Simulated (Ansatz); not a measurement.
# CH5BN2 (SMILES NC1BN1) at HF/3-21G

Aim: the vertical singlet–triplet gap of CH5BN2 at HF/3-21G, from 2 runs. 

Program for the calculation: Ansatz 0.2.0.

74 further runs of the same task are left out: 74 set aside as unsound or not needed.

### Step 1. The molecule

The species is CH5BN2 (9 atoms), meant as a singlet with charge 0. SMILES: `NC1BN1`. Geometry: relaxed at PBE0-D4/def2-TZVP. This is one conformer, not always the lowest.

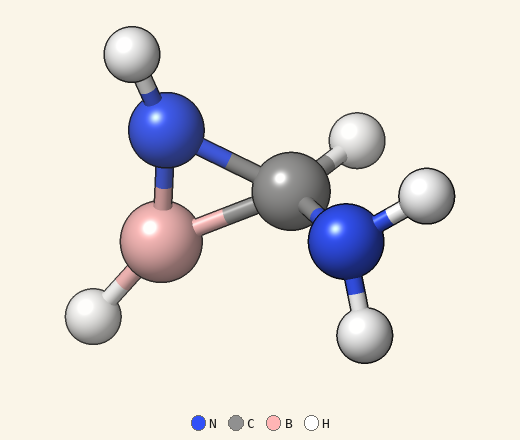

The structure, seen from a chosen angle (nitrogen blue, carbon grey, boron pink, hydrogen white).

### Step 2. A single-point energy at HF/3-21G

The input, job.yaml:

```yaml
crystal:
  periodic: [false, false, false]
  atoms:
    - {symbol: "N", position_ang: [0.142900, 1.194400, -0.640600]}
    - {symbol: C, position_ang: [-0.364200, -0.077200, -0.222300]}
    - {symbol: B, position_ang: [0.591200, -1.194100, 0.303200]}
    - {symbol: N, position_ang: [-0.130500, -0.469900, 1.171500]}
    - {symbol: H, position_ang: [0.784000, 1.117400, -1.417000]}
    - {symbol: H, position_ang: [-0.589900, 1.842600, -0.892400]}
    - {symbol: H, position_ang: [-1.366400, -0.317200, -0.582700]}
    - {symbol: H, position_ang: [1.414200, -2.039000, 0.194700]}
    - {symbol: H, position_ang: [-0.392800, -0.103200, 2.068300]}
basis:
  gaussian: {orbitals: 3-21G.json}
total_charge: 0
hamiltonian: {xc: hf}
accuracy: high
output: {orbitals: {seedname: orbitals}}
```

The basis set 3-21G is read from a file made from the Basis Set Exchange's data (not shown).

Run with:

```console
$ ansatz run job.yaml --threads 1 --pin off --max-ram 3480MiB --events-out events.jsonl --progress --plain --runs-dir runs
```

What it wrote:

```text
Warning: RAYON_NUM_THREADS=1 ignored (pool sized by the plan → 1); use --threads N
Functional definition: HF
  name "HF"
  exchange = exact_x
  correlation = 0
1165 factors; integrals over basis functions are off by at most 3.3e-9 eV
mean field evaluation 1: about -4714.8015 eV, gradient 2.9e1 eV
mean field evaluation 2: about -4714.7989 eV, gradient 2.9e1 eV
mean field evaluation 4: about -4716.7565 eV, gradient 2.9e0 eV
mean field evaluation 8: about -4716.7810 eV, gradient 2.4e-4 eV
mean field -4716.78101087 eV, -173.3385050005 hartree, gradient 1.7e-8 eV, S^2 0.000000; 0 other end points of the search recorded, 0 dependent functions left out
reference -4716.78101087 eV, -173.3385050005 hartree; 15, 15 occupied and 31, 31 virtual orbitals, 1165 factors
Total energy: -4716.78101087 eV, -173.3385050005 hartree
```

Run time: 0.46 s. Hardware: 1 thread of Arm Neoverse V2, shared host; peak memory 0.096 GiB.

### Step 3. The triplet, same level

The input, in.yaml:

```yaml
crystal:
  periodic: [false, false, false]
  atoms:
    - symbol: "N"
      position_ang: [0.142900, 1.194400, -0.640600]
    - symbol: C
      position_ang: [-0.364200, -0.077200, -0.222300]
    - symbol: B
      position_ang: [0.591200, -1.194100, 0.303200]
    - symbol: "N"
      position_ang: [-0.130500, -0.469900, 1.171500]
    - symbol: H
      position_ang: [0.784000, 1.117400, -1.417000]
    - symbol: H
      position_ang: [-0.589900, 1.842600, -0.892400]
    - symbol: H
      position_ang: [-1.366400, -0.317200, -0.582700]
    - symbol: H
      position_ang: [1.414200, -2.039000, 0.194700]
    - symbol: H
      position_ang: [-0.392800, -0.103200, 2.068300]
basis:
  gaussian:
    orbitals: 3-21G.json
magnetization:
  spin_polarized: true
  initial_magnetization: 2
hamiltonian:
  xc: hf
accuracy: high
output:
  orbitals: {seedname: orbitals}
```

The basis set 3-21G is read from a file made from the Basis Set Exchange's data (not shown).

Run with:

```console
$ ansatz run in.yaml --threads 1 --pin off --max-ram 3480MiB --events-out events.jsonl --progress --plain --runs-dir runs
```

What it wrote:

```text
Warning: RAYON_NUM_THREADS=1 ignored (pool sized by the plan → 1); use --threads N
[... 4 set-up lines as earlier in the session ...]
1165 factors; integrals over basis functions are off by at most 3.3e-9 eV
mean field evaluation 1: about -4707.6411 eV, gradient 2.1e1 eV
mean field evaluation 2: about -4708.0945 eV, gradient 2.1e1 eV
mean field evaluation 4: about -4710.5673 eV, gradient 2.8e0 eV
mean field evaluation 8: about -4710.7291 eV, gradient 5.5e-1 eV
mean field evaluation 16: about -4710.7733 eV, gradient 1.6e-1 eV
mean field evaluation 32: about -4711.7317 eV, gradient 1.6e-7 eV
mean field evaluation 64: about -4711.3182 eV, gradient 3.1e0 eV
mean field -4711.73165926 eV, -173.1529447513 hartree, gradient 2.5e-8 eV, S^2 2.030344; 0 other end points of the search recorded, 0 dependent functions left out
reference -4711.73165926 eV, -173.1529447513 hartree; 16, 14 occupied and 30, 32 virtual orbitals, 1165 factors
Total energy: -4711.73165926 eV, -173.1529447513 hartree
```

It took 0.95 s on 1 thread of Arm Neoverse V2, shared host; peak memory 0.11 GiB.

### Step 4. Summary of results

Level: HF/3-21G.

| quantity | value |
| --- | --- |
| singlet: total energy | -173.33851 Eh |
| singlet: HOMO energy | -9.97 eV |
| singlet: LUMO energy | 4.76 eV |
| singlet: HOMO–LUMO gap | 14.73 eV |
| triplet: total energy | -173.15294 Eh |
| triplet: HOMO energy (highest over α and β) | -4.87 eV |
| triplet: LUMO energy (lowest over α and β) | 0.67 eV |
| triplet: ⟨S²⟩ | 2.030 |
| vertical energy of the triplet above the singlet | 5.049 eV |

What this shows: At this shape the triplet lies 5.05 eV (116 kcal/mol) above the singlet.
